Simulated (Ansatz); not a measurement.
## Nudged elastic band of Al₂HBrClF

The run: nudged elastic band of Al₂HBrClF. Method and program: RKS PBE/def2-SVP (Ansatz 0.2.0).

It belongs to a series of runs on one base structure; here: band between the two ends. Figures and captions count atoms from 1; the log counts them from 0 in places.

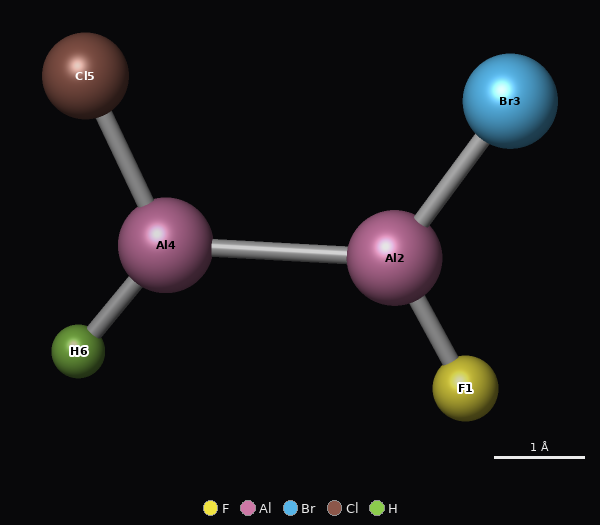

**Figure 1.** The structure as given in the input (ball-and-stick view, seen at a tilt; atoms are numbered from 1 in the order of the input). Sticks mark near contacts. Bond lengths as drawn: Al–Al 2.57 Å, Al–Br 2.27 Å, Al–Cl 2.12 Å, Al–F 1.68 Å and Al–H 1.60 Å.

The input
```yaml
crystal:
  periodic: [false, false, false]
  atoms:
    - { symbol: F, position_ang: [0.01219, -1.931507, 1.820748] }
    - { symbol: Al, position_ang: [0.60766, -0.956387, 0.585858] }
    - { symbol: Br, position_ang: [2.728185, -1.374914, -0.106158] }
    - { symbol: Al, position_ang: [-0.885763, 0.891787, -0.406342] }
    - { symbol: Cl, position_ang: [-0.043592, 2.050988, -1.973984] }
    - { symbol: H, position_ang: [-2.376579, 1.256033, 0.033679] }
basis:
  gaussian: { orbitals: def2-SVP }
hamiltonian:
  xc: pbe
neb:
  order_check: false
  images: 5
  f_tol: 0.03
  max_iterations: 60
  final_atoms:
    - { symbol: F, position_ang: [0.09289791, -0.80658435, 2.2853676] }
    - { symbol: Al, position_ang: [-0.59532099, -0.69580645, 0.75093779] }
    - { symbol: Br, position_ang: [1.17545792, -1.09056227, -0.99885855] }
    - { symbol: Al, position_ang: [0.20572436, 1.2827657, -0.62435268] }
    - { symbol: Cl, position_ang: [1.11769578, 2.70068858, -1.90331083] }
    - { symbol: H, position_ang: [-1.95435398, -1.45450121, 0.44401766] }
  initial_path:
    images:
      - { positions_ang: [[0.01219, -1.931507, 1.820748], [0.60766, -0.956387, 0.585858], [2.728185, -1.374914, -0.106158], [-0.885763, 0.891787, -0.406342], [-0.043592, 2.050988, -1.973984], [-2.376579, 1.256033, 0.033679]] }
      - { positions_ang: [[-0.16044647, -1.83549805, 1.8291173], [0.49305408, -0.86426254, 0.56163309], [2.63576898, -1.32800608, -0.11870267], [-0.87264737, 0.98970106, -0.48228287], [0.00203188, 2.13190789, -2.0711511], [-2.0556601, 0.84215772, 0.23518725]] }
      - { positions_ang: [[-0.33308294, -1.7394891, 1.8374866], [0.37844816, -0.77213809, 0.53740817], [2.54335295, -1.28109816, -0.13124733], [-0.85953173, 1.08761511, -0.55822374], [0.04765576, 2.21282778, -2.16831821], [-1.7347412, 0.42828245, 0.43669551]] }
      - { positions_ang: [[-0.50571941, -1.64348014, 1.8458559], [0.26384223, -0.68001363, 0.51318326], [2.45093693, -1.23419024, -0.143792], [-0.8464161, 1.18552917, -0.63416461], [0.09327965, 2.29374767, -2.26548531], [-1.4138223, 0.01440717, 0.63820376]] }
      - { positions_ang: [[-0.3061803, -1.36451488, 1.9923598], [-0.02254551, -0.6852779, 0.59243477], [2.02577726, -1.18631425, -0.42881418], [-0.49570261, 1.21794135, -0.63089397], [0.43475169, 2.42939464, -2.14476048], [-1.59399953, -0.47522896, 0.57347506]] }
      - { positions_ang: [[-0.1066412, -1.08554962, 2.1388637], [-0.30893325, -0.69054218, 0.67168628], [1.60061759, -1.13843826, -0.71383637], [-0.14498913, 1.25035353, -0.62762332], [0.77622373, 2.56504161, -2.02403566], [-1.77417675, -0.96486508, 0.50874636]] }
      - { positions_ang: [[0.09289791, -0.80658435, 2.2853676], [-0.59532099, -0.69580645, 0.75093779], [1.17545792, -1.09056227, -0.99885855], [0.20572436, 1.2827657, -0.62435268], [1.11769578, 2.70068858, -1.90331083], [-1.95435398, -1.45450121, 0.44401766]] }
```

Run on 2 threads of Arm Neoverse V1, 24 GiB of memory available, shared host.

Run as:
```bash
ansatz run input.yaml --threads 2 --pin off --max-ram 3072MiB --backend cpu --events-out ev --progress --plain --runs-dir out
```

What the program printed
```
Engine: ansatz 0.2.0, aarch64-unknown-linux-gnu
Functional definition: PBE
  parameter kappa = 0.804
  parameter beta = 0.06672455060314922
  exchange = pbe_x(kappa = kappa, mu = beta*pi^2/3)
  correlation = pbe_c(beta = beta)
1132 factors; their error is unknown
mean field evaluation 1: about -98454.0437 eV, gradient 4.0e1 eV
mean field evaluation 2: about -98422.6612 eV, gradient 1.4e2 eV
mean field evaluation 4: about -98456.9001 eV, gradient 8.9e0 eV
mean field evaluation 8: about -98457.1132 eV, gradient 1.2e-1 eV
mean field evaluation 16: about -98457.0096 eV, gradient 1.3e-4 eV
mean field -98457.00956752 eV, -3618.2283650482 hartree, gradient 4.1e-5 eV, S^2 0.000000; 0 other end points of the search recorded, 0 dependent functions left out
the calculation of the forces begins
reference -98457.00961022 eV, -3618.2283666174 hartree; 44, 44 occupied and 61, 61 virtual orbitals, 1132 factors
1132 factors; their error is unknown
mean field evaluation 32: about -98456.8806 eV, gradient 7.3e-4 eV
mean field -98456.88057607 eV, -3618.2236246998 hartree, gradient 7.0e-5 eV, S^2 0.000000; 0 other end points of the search recorded, 0 dependent functions left out
[... from here on the field's lines of each further geometry are left out, up to the last ...]
NEB iter   1: max|band force component| = 5.968e0 eV/Å  barrier→ = 3.7602 eV  barrier← = 3.6312 eV  Δτ_max = 0.2000 Å  (284 SCF iters)
NEB iter   2: max|band force component| = 3.020e0 eV/Å  barrier→ = 3.2738 eV  barrier← = 3.1448 eV  Δτ_max = 0.1982 Å  (188 SCF iters)
NEB iter   3: max|band force component| = 1.596e0 eV/Å  barrier→ = 2.6395 eV  barrier← = 2.5105 eV  Δτ_max = 0.1966 Å  (171 SCF iters)
NEB iter   4: max|band force component| = 1.476e0 eV/Å  barrier→ = 2.1874 eV  barrier← = 2.0584 eV  Δτ_max = 0.1993 Å  (149 SCF iters)
NEB iter   5: max|band force component| = 1.032e0 eV/Å  barrier→ = 1.7914 eV  barrier← = 1.6624 eV  Δτ_max = 0.2000 Å  (154 SCF iters)
NEB iter   6: max|band force component| = 7.564e-1 eV/Å  barrier→ = 1.4183 eV  barrier← = 1.2893 eV  Δτ_max = 0.2000 Å  (149 SCF iters)
NEB iter   7: max|band force component| = 6.112e-1 eV/Å  barrier→ = 1.1094 eV  barrier← = 0.9805 eV  Δτ_max = 0.2000 Å  (145 SCF iters)
NEB iter   8: max|band force component| = 6.098e-1 eV/Å  barrier→ = 0.9658 eV  barrier← = 0.8368 eV  Δτ_max = 0.0997 Å  (139 SCF iters)
NEB iter   9: max|band force component| = 4.256e-1 eV/Å  barrier→ = 0.8892 eV  barrier← = 0.7602 eV  CI = image 3  Δτ_max = 0.0998 Å  (142 SCF iters)
NEB iter  10: max|band force component| = 3.540e-1 eV/Å  barrier→ = 0.8521 eV  barrier← = 0.7231 eV  CI = image 3  Δτ_max = 0.2000 Å  (142 SCF iters)
NEB iter  11: max|band force component| = 2.699e-1 eV/Å  barrier→ = 0.8561 eV  barrier← = 0.7271 eV  CI = image 3  Δτ_max = 0.2000 Å  (139 SCF iters)
NEB iter  12: max|band force component| = 2.151e-1 eV/Å  barrier→ = 0.8803 eV  barrier← = 0.7513 eV  CI = image 3  Δτ_max = 0.1323 Å  (140 SCF iters)
NEB iter  13: max|band force component| = 1.696e-1 eV/Å  barrier→ = 0.8662 eV  barrier← = 0.7372 eV  CI = image 3  Δτ_max = 0.0491 Å  (140 SCF iters)
NEB iter  14: max|band force component| = 8.336e-2 eV/Å  barrier→ = 0.8617 eV  barrier← = 0.7327 eV  CI = image 3  Δτ_max = 0.0669 Å  (142 SCF iters)
NEB iter  15: max|band force component| = 9.085e-2 eV/Å  barrier→ = 0.8594 eV  barrier← = 0.7304 eV  CI = image 3  Δτ_max = 0.0450 Å  (143 SCF iters)
NEB iter  16: max|band force component| = 1.148e-1 eV/Å  barrier→ = 0.8593 eV  barrier← = 0.7303 eV  CI = image 3  Δτ_max = 0.0179 Å  (142 SCF iters)
NEB iter  17: max|band force component| = 6.690e-2 eV/Å  barrier→ = 0.8586 eV  barrier← = 0.7296 eV  CI = image 3  Δτ_max = 0.0117 Å  (146 SCF iters)
NEB iter  18: max|band force component| = 4.992e-2 eV/Å  barrier→ = 0.8585 eV  barrier← = 0.7295 eV  CI = image 3  Δτ_max = 0.0066 Å  (121 SCF iters)
NEB iter  19: max|band force component| = 3.564e-2 eV/Å  barrier→ = 0.8584 eV  barrier← = 0.7294 eV  CI = image 3  Δτ_max = 0.0016 Å  (109 SCF iters)
the calculation of the forces begins
reference -98456.74409712 eV, -3618.2186091909 hartree; 44, 44 occupied and 61, 61 virtual orbitals, 1132 factors
1132 factors; their error is unknown
mean field -98456.15118731 eV, -3618.1968201574 hartree, gradient 9.2e-6 eV, S^2 0.000000; 1 other end points of the search recorded, 0 dependent functions left out
the calculation of the forces begins
reference -98456.15122699 eV, -3618.1968216156 hartree; 44, 44 occupied and 61, 61 virtual orbitals, 1132 factors
NEB iter  20: max|band force component| = 1.707e-2 eV/Å  barrier→ = 0.8584 eV  barrier← = 0.7294 eV  CI = image 3  Δτ_max = 0.0000 Å  (237 SCF iters)
```

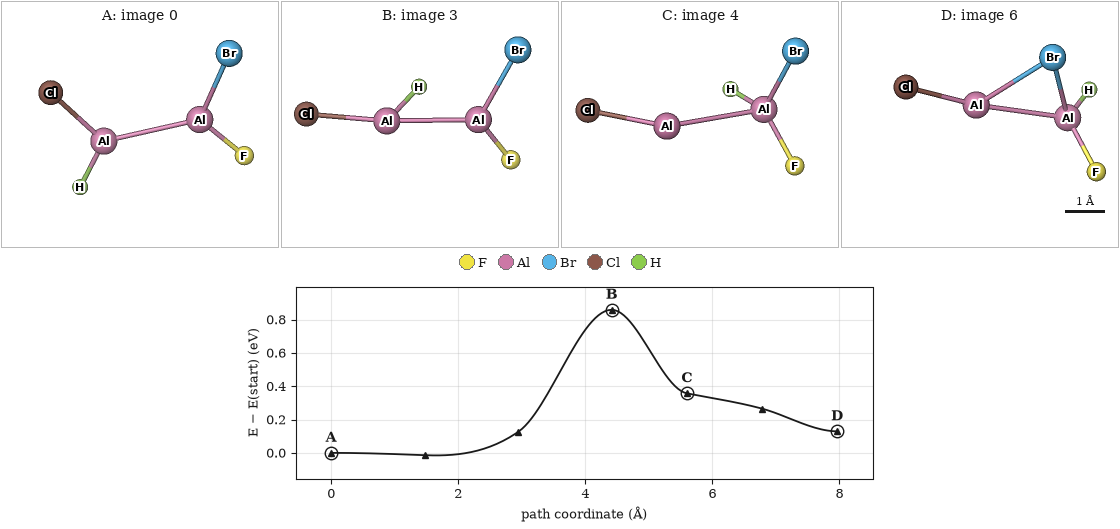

**Figure 2.** Images of the last band (counted from 0; ball-and-stick, seen at a tilt) above the energy along the path; the line is a cubic interpolation that uses the forces. The highest image is number 3, 0.858 eV above the start and 0.729 eV above the end (the climbing image); the end lies 0.129 eV above the start. The path is 7.96 Å long. The band converged in 20 iterations.

```
Total energy: -98456.15122699 eV, -3618.1968216156 hartree
Atom 0 at    -0.388306    -1.031372     2.216334 Å, force    -0.009716    -0.004236     0.014375 eV/Å
Atom 1 at     0.486884    -0.597011     0.850428 Å, force     0.008799     0.003973    -0.018877 eV/Å
Atom 2 at     1.972210    -2.043354    -0.061155 Å, force    -0.000971     0.001034     0.001253 eV/Å
Atom 3 at    -0.202359     1.241975    -0.497967 Å, force     0.003896     0.004047     0.002679 eV/Å
Atom 4 at    -0.899891     2.693887    -1.847222 Å, force    -0.001003    -0.001628     0.000050 eV/Å
Atom 5 at    -0.926438    -0.328125    -0.706616 Å, force    -0.001005    -0.003189     0.000519 eV/Å
Dipole moment:     0.037600     0.383890    -0.142481 e Å
this run last wrote the band of iteration 20 to [file]
```

The last band as extended XYZ (Å, eV, eV/Å)
```
6
Properties=species:S:1:pos:R:3:forces:R:3 image=0 energy=-98457.00957
F     0.0122   -1.9315    1.8207    0.0003   0.0012  -0.0015
Al    0.6077   -0.9564    0.5859    0.0008   0.0006  -0.0009
Br    2.7282   -1.3749   -0.1062   -0.0024   0.0005   0.0009
Al   -0.8858    0.8918   -0.4063    0.0019  -0.0025   0.0013
Cl   -0.0436    2.0510   -1.9740    0.0001  -0.0002   0.0000
H    -2.3766    1.2560    0.0337   -0.0007   0.0005   0.0002
6
Properties=species:S:1:pos:R:3:forces:R:3 image=1 energy=-98457.02350
F     0.3803   -1.3408    2.2423    0.0015   0.0030   0.0030
Al    0.6430   -0.8879    0.6431    0.0017   0.0020  -0.0001
Br    2.4348   -1.8222   -0.3937   -0.0070  -0.0058  -0.0018
Al   -0.9242    0.7956   -0.5036    0.0027   0.0014  -0.0003
Cl    0.0262    2.4520   -1.4377   -0.0049   0.0060   0.0039
H    -2.5180    0.7393   -0.5966    0.0061  -0.0066  -0.0048
6
Properties=species:S:1:pos:R:3:forces:R:3 image=2 energy=-98456.88322
F     0.3647   -0.9488    2.4458    0.1011   0.0193   0.0499
Al    0.7489   -0.6623    0.8341    0.0423  -0.0015   0.0233
Br    1.9794   -2.2258   -0.2684    0.0699   0.0015   0.0476
Al   -0.6470    0.8801   -0.6129   -0.1235  -0.1006  -0.0416
Cl   -0.5093    2.8664   -1.3307    0.1179   0.0175   0.0775
H    -1.8946    0.0264   -1.1141   -0.2078   0.0638  -0.1567
6
Properties=species:S:1:pos:R:3:forces:R:3 image=3 energy=-98456.15119
F    -0.3883   -1.0314    2.2163   -0.0097  -0.0042   0.0144
Al    0.4869   -0.5970    0.8504    0.0088   0.0040  -0.0189
Br    1.9722   -2.0434   -0.0612   -0.0010   0.0010   0.0013
Al   -0.2024    1.2420   -0.4980    0.0039   0.0040   0.0027
Cl   -0.8999    2.6939   -1.8472   -0.0010  -0.0016   0.0001
H    -0.9264   -0.3281   -0.7066   -0.0010  -0.0032   0.0005
6
Properties=species:S:1:pos:R:3:forces:R:3 image=4 energy=-98456.65239
F    -0.2770   -0.7878    2.2688    0.0110   0.0103  -0.0010
Al   -0.0223   -0.9094    0.6091   -0.0385  -0.0215  -0.0178
Br    1.8644   -1.9624   -0.1171    0.0121   0.0232  -0.0034
Al    0.2457    1.5830   -0.4631    0.0257   0.0263   0.0057
Cl   -0.4619    2.8795   -1.9914    0.0149   0.0127  -0.0081
H    -1.3068   -0.8669   -0.3525   -0.0252  -0.0510   0.0247
6
Properties=species:S:1:pos:R:3:forces:R:3 image=5 energy=-98456.74405
F    -0.0199   -0.8037    2.3338    0.0108  -0.0039   0.0040
Al   -0.2951   -0.8828    0.6744   -0.0175   0.0016   0.0053
Br    1.4697   -1.6659   -0.6121    0.0025   0.0555  -0.0261
Al    0.2139    1.5039   -0.4883   -0.0247  -0.0015   0.0010
Cl    0.4510    2.8761   -2.0889    0.0567  -0.0063  -0.0136
H    -1.7774   -1.0916    0.1349   -0.0278  -0.0454   0.0294
6
Properties=species:S:1:pos:R:3:forces:R:3 image=6 energy=-98456.88058
F     0.0929   -0.8066    2.2854   -0.0007   0.0012   0.0018
Al   -0.5953   -0.6958    0.7509    0.0032   0.0025   0.0046
Br    1.1755   -1.0906   -0.9989    0.0011   0.0042  -0.0047
Al    0.2057    1.2828   -0.6244    0.0073   0.0058  -0.0076
Cl    1.1177    2.7007   -1.9033   -0.0049  -0.0095   0.0074
H    -1.9544   -1.4545    0.4440   -0.0061  -0.0041  -0.0015
```

Key numbers

- outcome: converged
- barrier, forward: 0.858 eV
- barrier, backward: 0.729 eV
- wall time: 3.2 min (CPU time 6.2 min)
- peak memory: 0.15 GiB

Remarks

The order of the saddle point was not checked.
